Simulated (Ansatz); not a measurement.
# ClF2HNSi (doublet): what the fields show

Input

```
crystal:
  periodic: [false, false, false]
  atoms:
    - {symbol: N, position_ang: [0.109704, 0.566254, 1.248554]}
    - {symbol: Si, position_ang: [0.180190, -0.228513, -0.277030]}
    - {symbol: F, position_ang: [-0.799975, -1.460651, -0.382678]}
    - {symbol: F, position_ang: [1.631782, -0.788674, -0.495909]}
    - {symbol: Cl, position_ang: [-0.242357, 1.107703, -1.728891]}
    - {symbol: H, position_ang: [-0.837344, 0.739782, 1.589655]}
basis:
  gaussian: {orbitals: def2-TZVPP}
magnetization: {spin_polarized: true, initial_magnetization: 1}
hamiltonian: {xc: pbe0, dispersion: d4}
output: {orbitals: {seedname: orbitals}}
```

Launched as:

```sh
ansatz run in.yaml --threads 2 --pin off --events-out ev --progress --plain --max-ram 32768MiB --backend cpu
```

Geometry: PBE0-D4/def2-TZVP.

Level of theory: UKS PBE0-D4/def2-TZVPP (Ansatz 0.2.0).

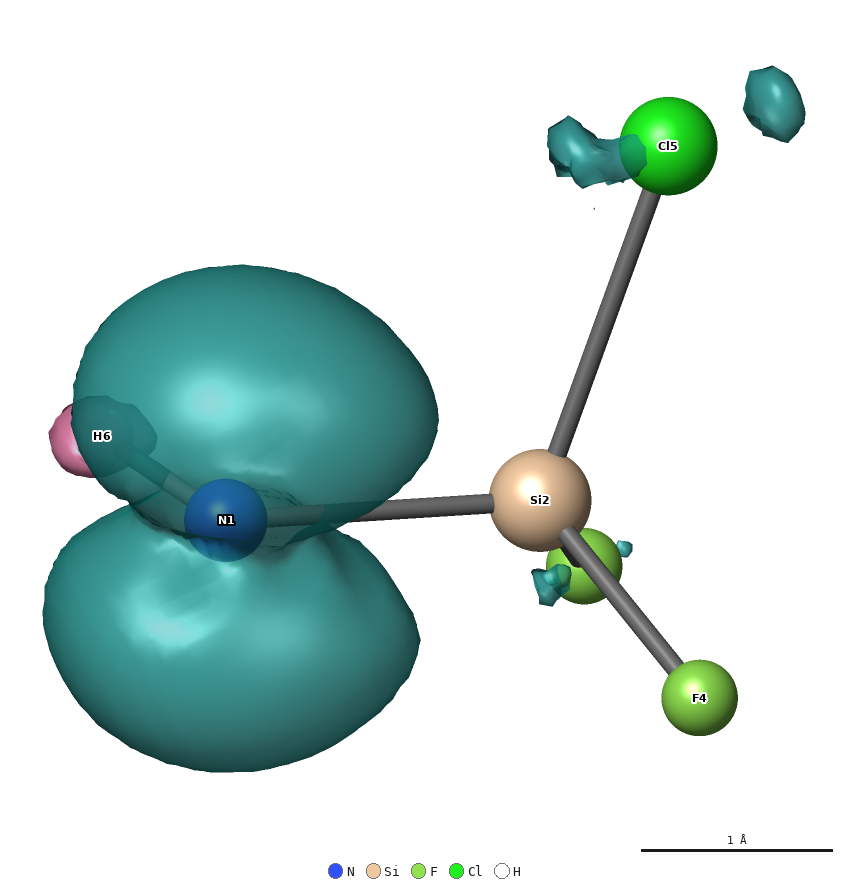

Figure 1. Isosurfaces of the spin density (α minus β) at +0.03 (teal) and −0.03 e/Å³ (pink), seen at a tilt.

Where is the unpaired spin?

Answer. The unpaired spin (1 electron) lies mostly on N1 (about 0.8) and Si2 (about 0.1), in electrons by Hirshfeld's partition.

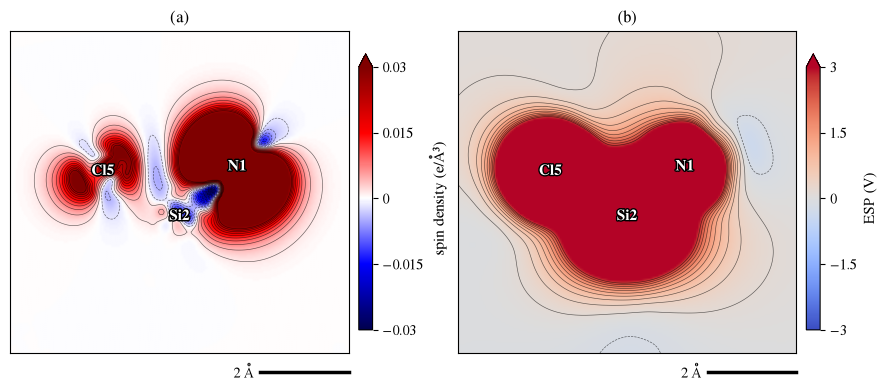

Figure 2. (a) spin density (α minus β); (b) electrostatic potential on the plane of atoms N1, Si2 and Cl5.

Interpret the plot.

Answer.
- Atoms in the plane: N, Si and Cl.
- Outside the dense part of the molecule the potential is most negative (−0.3 V) near N1.

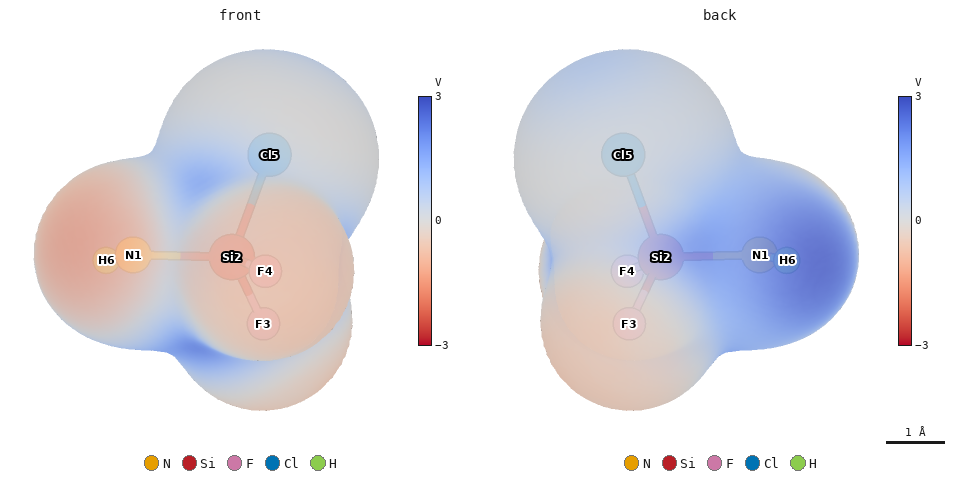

Figure 3. The electrostatic potential painted on the density surface at 0.002 e/bohr³, seen from the front and from behind; the colour scale runs from red (negative) to blue (positive).

Where is the surface potential most negative and most positive?

Answer. The most negative region (about −1.1 V) lies over N1, the most positive (about +2.4 V) over H6. Cl5 shows a σ-hole: about +0.6 V at the tip opposite its bond, against about +0.1 V on its flanks. N1 is the likeliest acceptor of a hydrogen bond.
